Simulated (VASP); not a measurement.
Energy against volume of Cr (bcc, AFM order). Calculation: vdW-DF2, VASP's PBE PAW potentials (set 64) (plane waves; VASP).

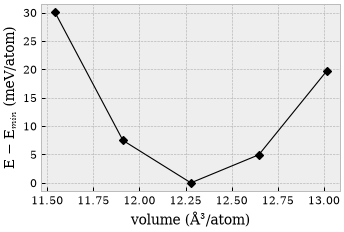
Figure: Energy against volume

**Question.** Estimate the equilibrium volume and the bulk modulus.

**Answer.** The minimum lies near 12.3 Å³/atom, and the curvature gives B0 of about 180 GPa.

Measured: a 2.877 Å at 0 K (computed value off by +1.1 %), as given by H. Levämäki et al., Physical Review B (2014), arXiv:1402.3671 [corrected for temperature and zero-point phonon effects].

The compound is Cr in the bcc, AFM order structure. It was relaxed first.
